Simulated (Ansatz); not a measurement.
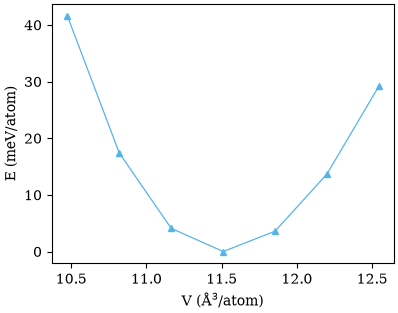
Fig. 1. Cu2O (anti-fluorite, Fm-3m) under volume change, PBE in the plane-wave PAW code Ansatz, scaled uniformly.

Question: What does a third-order Birch–Murnaghan fit give for V₀, B₀ and B′?

Answer: V₀ = 11.51 Å³/atom, B₀ = 119 GPa, B′ = 4.7.

The cell is a constructed one: a structure type filled with these elements; neither database checked (COD, Materials Project) lists it. It is not the phase usual at ambient conditions (space group No. 224). Symmetry was held in the PBE relaxation; whether a distortion lowers the energy is not shown. The run is not spin-polarised. No Hubbard U is applied.

Potentials: the later of the program's two PAW sets.
